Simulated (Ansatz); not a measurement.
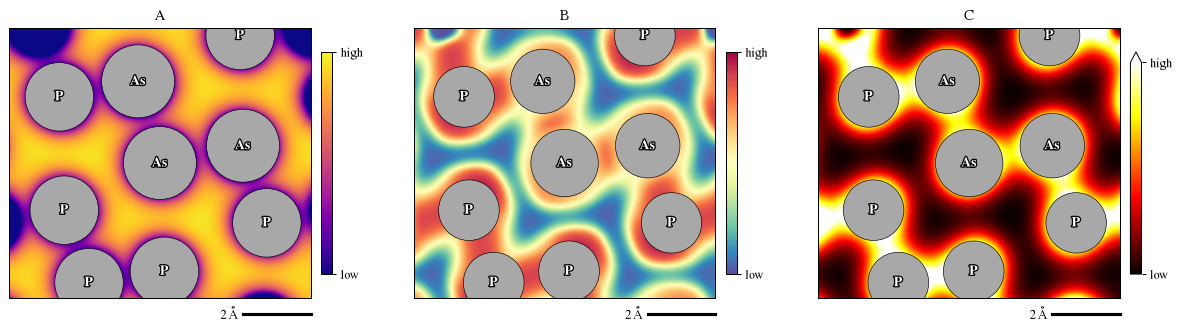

As7P9: 3 fields on the (111) plane of the conventional cell, with unlabelled colour scales. Grey discs cover the atomic cores.

Space group P1; a generated structure, not necessarily the stable one.

All numbers below come from DFT HSE06, scalar-relativistic, plane waves, PAW in Ansatz 0.2.0.

Which field does each panel show? The fields are: electron localisation function, electrostatic potential energy of an electron and valence pseudo-density.

Answer. Panel A: electrostatic potential energy of an electron (low next to the atoms, rising into the space between them). Panel B: electron localisation function. Panel C: valence pseudo-density. From the grid: P–P (2.25 Å): ρ at the midpoint is about 0.74 e/Å³; the ELF peaks at about 0.90 between the atoms, as expected for a shared electron pair. As–P (2.37 Å): ρ is about 0.63 e/Å³ halfway; the ELF peaks at about 0.90 between the atoms: a shared electron pair.
